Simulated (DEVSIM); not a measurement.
Device: Si p-i-n diode, at 300 K.

```csv
layer (left to right),material,thickness (μm),Nd (cm⁻³),Na (cm⁻³),τn (s),τp (s)
1,Si,0.180,-,2.3e18,2.6e-6,2.6e-6
2,Si,45.0,1.1e11,-,2.6e-6,2.6e-6
3,Si,1.00,6.2e17,-,2.6e-6,2.6e-6
```

Left contact: ohmic. Right contact: ohmic. Voltage is applied to the left contact. Recombination: SRH at mid-gap. Mobility is μmin + (μ − μmin)/(1 + (N/Nref)^α).

This is a model device: material constants are rounded textbook-type values typed into the input, and sizes, dopings and lifetimes were drawn at random. Values at 300 K.

```tsv
parameter	Si
gap (eV)	1.124
affinity (eV)	4.05
permittivity	11.7
Nc (cm⁻³)	2.86e19
Nv (cm⁻³)	3.1e19
μn (cm²/Vs)	1417
μp (cm²/Vs)	470
μn,min	52
μp,min	45
Nref,n	9.7e16
Nref,p	2.2e17
αn	0.68
αp	0.72
```

DEVSIM, 1D drift-diffusion, Boltzmann statistics, complete ionisation; no tunnelling, impact ionisation, image-force lowering or self-heating.

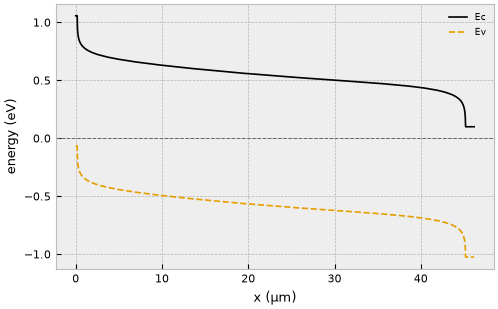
Figure: Band edges at zero bias

Energies count from the Fermi level of the right contact; mesh points crowd at the junctions.

| x (μm) | Ec (eV) | Ev (eV) | n (cm⁻³) | p (cm⁻³) | field (V/cm) |
|---|---|---|---|---|---|
| 0.000 | 1.057 | -0.067 | < 1e2 | 2.3e18 | ≈ 0 |
| 0.03650 | 1.057 | -0.067 | < 1e2 | 2.3e18 | ≈ 0 |
| 0.1101 | 1.057 | -0.067 | < 1e2 | 2.3e18 | ≈ 0 |
| 0.1641 | 1.057 | -0.067 | < 1e2 | 2.3e18 | -340 |
| 0.2103 | 0.940 | -0.184 | 4700 | 2.5e16 | -14000 |
| 0.3065 | 0.873 | -0.251 | 61000 | 1.9e15 | -3900 |
| 0.5906 | 0.814 | -0.310 | 610000 | 1.9e14 | -1200 |
| 1.895 | 0.740 | -0.384 | 1.1e7 | 1.1e13 | -310 |
| 4.975 | 0.681 | -0.443 | 1.0e8 | 1.1e12 | -130 |
| 13.51 | 0.602 | -0.522 | 2.2e9 | 5.2e10 | -75 |
| 31.95 | 0.491 | -0.633 | 1.6e11 | 7.2e8 | -53 |
| 41.89 | 0.414 | -0.710 | 3.1e12 | 3.7e7 | -150 |
| 44.01 | 0.362 | -0.762 | 2.4e13 | 4800000 | -440 |
| 44.77 | 0.308 | -0.816 | 1.9e14 | 610000 | -1200 |
| 45.10 | 0.232 | -0.892 | 3.7e15 | 32000 | -5400 |
| 45.17 | 0.162 | -0.962 | 5.3e16 | 2200 | -21000 |
| 45.20 | 0.100 | -1.024 | 6.0e17 | 190 | -1600 |
| 45.27 | 0.099 | -1.025 | 6.2e17 | 190 | ≈ 0 |
| 45.58 | 0.099 | -1.025 | 6.2e17 | 190 | ≈ 0 |
| 45.96 | 0.099 | -1.025 | 6.2e17 | 190 | ≈ 0 |
| 46.11 | 0.099 | -1.025 | 6.2e17 | 190 | ≈ 0 |
| 46.18 | 0.099 | -1.025 | 6.2e17 | 190 | ≈ 0 |
